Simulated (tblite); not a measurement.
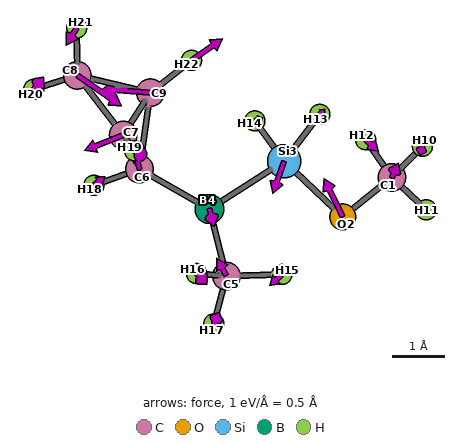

Starting geometry of C6H13BOSi with the computed forces as purple arrows. Style: ball-and-stick. Shown at a tilt.

All numbers below come from tblite 0.8.0, GFN2-xTB geometry optimisation, gas phase. 

> Is this structure relaxed? If not, where do the atoms go?

It isn't relaxed: the largest force vector, on C9, is 2.44 eV/Å. The final displacements have little in common with the starting forces (cosine between the two patterns 0.04). H19 moves most after the best rigid fit: 2.14 Å. By element the largest moves are H 2.14 Å, C 0.94 Å, O 0.45 Å, Si 0.32 Å, B 0.14 Å. Some distances before and after: O2–Si3 1.699 → 1.635 Å, C7–C9 1.410 → 1.464 Å, C8–C9 1.549 → 1.496 Å, C7–C8 1.543 → 1.496 Å. Bond angles that change, for instance: C1–O2–Si3 106.9° → 126.8°, H13–Si3–H14 109.3° → 100.8°, B4–Si3–H14 108.8° → 117.1°. Groups turn about B4–C6 by about 80°, B4–C5 by about 50°, Si3–B4 by about 30°. After 160 geometry steps the energy has fallen by 23.2 kcal/mol. The run took 2.5 s on 1 thread of Arm Neoverse N1, on a shared host.
